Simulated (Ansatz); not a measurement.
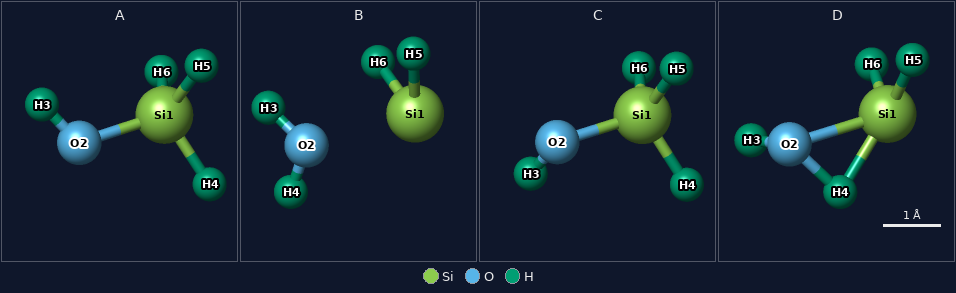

4 geometries from a converged minimum-energy path of SiH$_{4}$O, shuffled. The picture is a ball-and-stick view, seen at a tilt.

The calculation used RKS BHLYP/6-31G* (Ansatz 0.2.0). Settings: 5 movable images; climbing image; force threshold 0.05 eV/Å; iteration limit 60; starting path through a guess of the saddle point.

Which frame is the top of the path?

D. In order along the path, whose images run from 0 to 6: A (image 0, 0.0 kJ/mol), C (image 2, +2.1 kJ/mol), D (image 4, +365.1 kJ/mol), B (image 6, +242.6 kJ/mol). A hydrogen atom shifts from one atom to another. Breaking: Si1–H4 (1.47 → 1.62 at the top → 2.59 Å). Forming: O2–H4 (2.50 → 1.27 at the top → 0.96 Å).
